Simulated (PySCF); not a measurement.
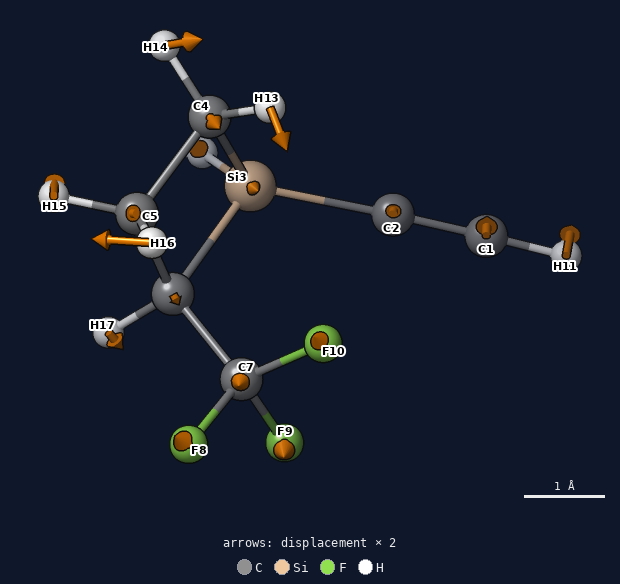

A relaxation of C6H7F3Si. The starting structure is drawn; orange arrows show the displacements, magnified 2 times. The two geometries are superimposed by the best rigid fit.

A ball-and-stick model, seen at a tilt.

The start comes from GFN2-xTB. Its atoms were then displaced at random by about 0.01 Å.

Computed with PBE0-D3(BJ)/def2-SVP geometry optimisation, gas phase in PySCF 2.14.0, density-fitted response routines. 

Which element moves most?

Hydrogen: up to 0.41 Å, against 0.25 Å for fluorine.

What happened in the run?

The largest move after the best rigid fit is that of an H atom, 0.41 Å. By element the largest moves are H 0.41 Å, F 0.25 Å, C 0.22 Å, Si 0.10 Å. Some distances before and after: C–H 1.065 → 1.098 Å, C–H 1.044 → 1.076 Å, H–Si 1.459 → 1.491 Å, C–Si 1.854 → 1.826 Å. Among the angles between lasting bonds that change: Si–C–H 116.4° → 110.6°, C–C–H 110.8° → 116.3°, Si–C–C 90.8° → 86.2°. Over 12 geometry steps the energy falls by 0.234 eV.
